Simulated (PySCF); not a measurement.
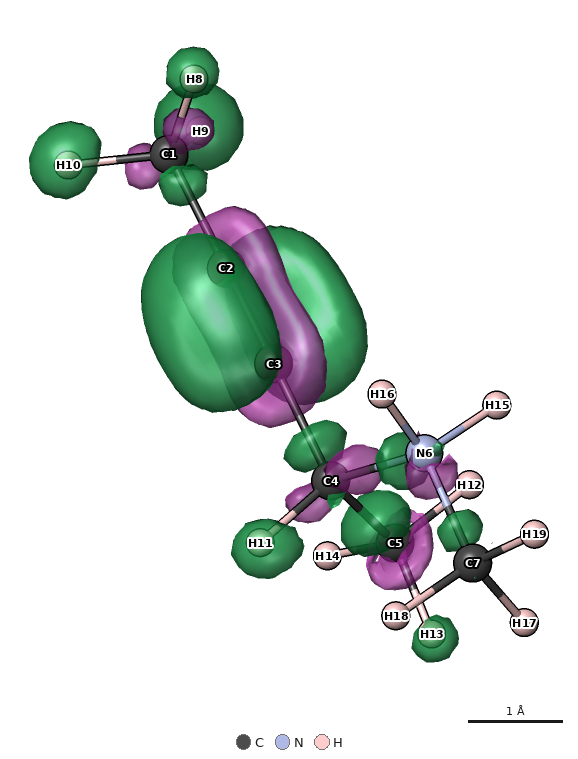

*C₆H₁₂N, charge +1, SMILES `CC#CC(C)[NH2+]C`. Fukui function f⁻ = ρ(N) − ρ(N−1) at fixed geometry, surfaces at ±0.04 e/Å³ (green positive, purple negative).*

PySCF calculation, B3LYP/6-31+G*, gas phase; geometry: GFN2-xTB. No frequency check shows the geometry to be a minimum.

Input script:

```python
import numpy as np
from pyscf import gto, scf, dft
from pyscf.scf import atom_ks, atom_hf
from scipy.linalg import block_diag

def solve(mol, dm0=None, hcore=None):
    mf = (dft.UKS if mol.spin else dft.RKS)(mol, xc='b3lyp')
    mf.grids.level = 3
    mf = mf.density_fit(auxbasis='def2-universal-jkfit')
    mf.conv_tol, mf.max_cycle = 1e-8, 80
    if hcore is not None:
        mf.get_hcore = lambda *args: hcore
    mf.kernel(dm0)
    if not mf.converged:
        mf = mf.newton().run(mf.mo_coeff, mf.mo_occ, max_cycle=30)
    assert mf.converged, 'SCF not converged'
    return mf

mol = gto.M(atom='''
C     -3.45525     0.36950    -0.10564
C     -2.05069     0.12981     0.06941
C     -0.87540    -0.06217     0.22434
C      0.53532    -0.34951     0.40662
C      0.90926    -1.69726    -0.19080
N      1.32424     0.76117    -0.26642
C      2.76446     0.79398     0.04959
H     -3.61674     1.36450    -0.51770
H     -3.87519    -0.36982    -0.78578
H     -3.96239     0.29825     0.85517
H      0.78717    -0.31741     1.47260
H      0.72806    -1.71016    -1.26357
H      1.94485    -1.95691     0.00910
H      0.28320    -2.46395     0.25789
H      1.19427     0.65715    -1.28104
H      0.89223     1.65289     0.00564
H      3.24946    -0.11103    -0.30848
H      2.90461     0.87002     1.12638
H      3.23459     1.65220    -0.42633
''', basis='6-31+g*', charge=1, spin=0, verbose=4)
mf = solve(mol)
out = dict(e0=mf.e_tot, dm0=mf.make_rdm1(), c=mf.mo_coeff, occ=mf.mo_occ, eps=mf.mo_energy)
for name, dq, spin in [('cation', 1, 1), ('anion', -1, 1)]:
    ion = mol.copy().set(charge=mol.charge + dq, spin=spin).build()
    mi = solve(ion)
    if spin and dq > 0 and mol.nao < 130:
        c, _, stable, _ = mi.stability(return_status=True)
        if not stable:
            mi = solve(ion, mi.make_rdm1(c, mi.mo_occ))
    print(name, 'vertical energy change / eV', (mi.e_tot - mf.e_tot) * 27.211386)
    out.update({'e_' + name: mi.e_tot, 'dm_' + name: mi.make_rdm1(), 's2_' + name: mi.spin_square()[0], 'eps_' + name: mi.mo_energy, 'occ_' + name: mi.mo_occ})
# spherically averaged free atoms, for the promolecule
atm = atom_ks.get_atm_nrks(mol, xc='b3lyp')
pro = block_diag(*[(atm[a[0]][2] * atm[a[0]][3]) @ atm[a[0]][2].T for a in mol._atom])
np.savez('result.npz', pro=pro, **out)
```

Launched as:

```sh
OMP_NUM_THREADS=1 python input.py
```

The run took 4 min on 1 thread of Intel(R) Xeon(R) Processor @ 2.50GHz (Skylake/Cascade Lake), on a shared host, peak memory 0.79 GiB.

Partitions, critical points and surface values were worked out afterwards from this run's density.

Question: Which atoms respond most to the removal of an electron?

Answer: f⁻ (Hirshfeld-condensed) is largest on C3 (0.24) and C2 (0.21); the vertical ionisation energy is 13.71 eV (the stability of the dication's solution wasn't checked). Condensed values hint at sites of electrophilic attack but needn't mark the atom that reacts. Shares this close don't rank the sites. Orbital relaxation makes it negative in places (0.25 e in all).

```csv
atom,f⁻,charge
C1,+0.07,−0.05
C2,+0.21,−0.01
C3,+0.24,−0.10
C4,+0.03,+0.07
C5,+0.04,−0.07
N6,+0.01,+0.05
C7,+0.02,+0.01
H8,+0.05,+0.07
H9,+0.07,+0.07
H10,+0.06,+0.07
H11,+0.04,+0.08
H12,+0.02,+0.06
H13,+0.04,+0.05
H14,+0.02,+0.07
H15,+0.01,+0.19
H16,+0.01,+0.19
H17,+0.01,+0.08
H18,+0.01,+0.08
H19,+0.02,+0.08
```
